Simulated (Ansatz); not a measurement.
Three curves of one kind of scan: energy against volume (even scaling of the relaxed cell, symmetry kept). Calculation: r2SCAN (plane waves to 500 eV, PAW, scalar-relativistic; Ansatz, an electronic-structure program). Each is measured from its own zero (the relaxed starting cell). 

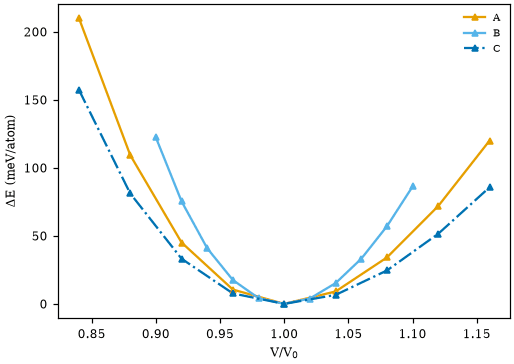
Figure: Curves A, B and C.

```tsv
V/V₀	ΔE (meV/atom)
0.900	122
0.940	41
0.980	4
1.020	4
1.060	33
1.100	86
```

**Question.** Which curve does this table belong to?

**Answer.** Curve B, which is HfN (rock salt). The others: A is Si (diamond); C is CdTe (zinc blende).

All were relaxed with their symmetry unable to fall. HfN is run without spin polarisation. Spin-orbit coupling is left out.

(Under strain, the slope of the energy per volume gives the stress and its curvature an elastic modulus.)
